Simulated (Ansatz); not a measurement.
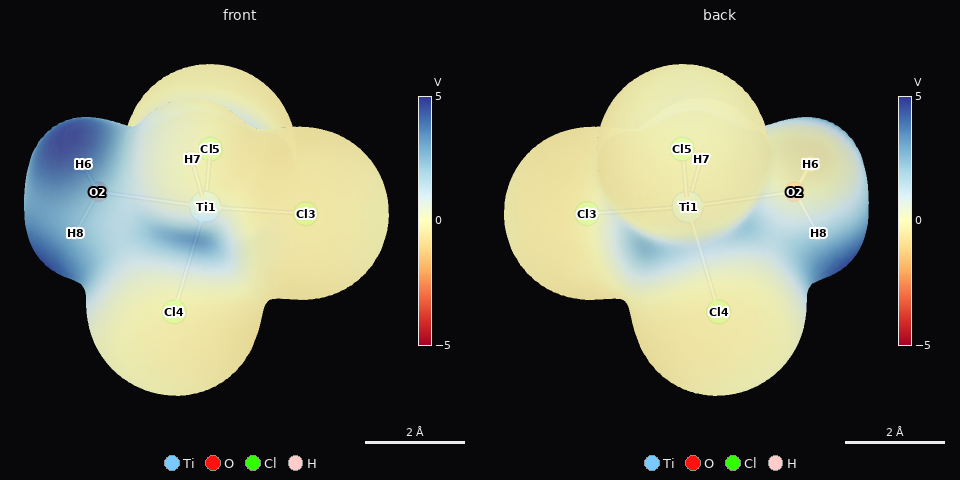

Figure. Cl$_{3}$H$_{3}$OTi. The electrostatic potential painted on the density surface at 0.004 e/bohr³, seen from the front and from behind; the colour scale runs from red (negative) to blue (positive).

The product side of a reaction path; geometry: PBE0-D4/def2-TZVP.

These are results of RKS PBE0-D4/def2-TZVPP (Ansatz), not measurements.

The calculation's input:

```
crystal:
  periodic: [false, false, false]
  atoms:
    - {symbol: Ti, position_ang: [-0.161037, 0.186887, -0.738864]}
    - {symbol: O, position_ang: [0.132832, -0.047909, 1.437109]}
    - {symbol: Cl, position_ang: [0.279334, -0.011603, -2.860405]}
    - {symbol: Cl, position_ang: [-1.619904, -1.470463, -0.390245]}
    - {symbol: Cl, position_ang: [-0.762905, 2.265038, -0.465169]}
    - {symbol: H, position_ang: [1.040651, -0.150490, 1.736573]}
    - {symbol: H, position_ang: [1.481977, 0.011151, -0.498009]}
    - {symbol: H, position_ang: [-0.390849, -0.782614, 1.779010]}
basis:
  gaussian: {orbitals: def2-TZVPP}
hamiltonian: {xc: pbe0, dispersion: d4}
output: {orbitals: {seedname: orbitals}}
```

Run with:

```sh
ansatz run in.yaml --threads 8 --pin off --events-out ev --progress --plain --max-ram 19148MiB
```

Q: Describe the electrostatic potential map.

A: The most negative region (about −0.5 V) lies over Cl3 and Cl4, the most positive (about +4.7 V) over H6.
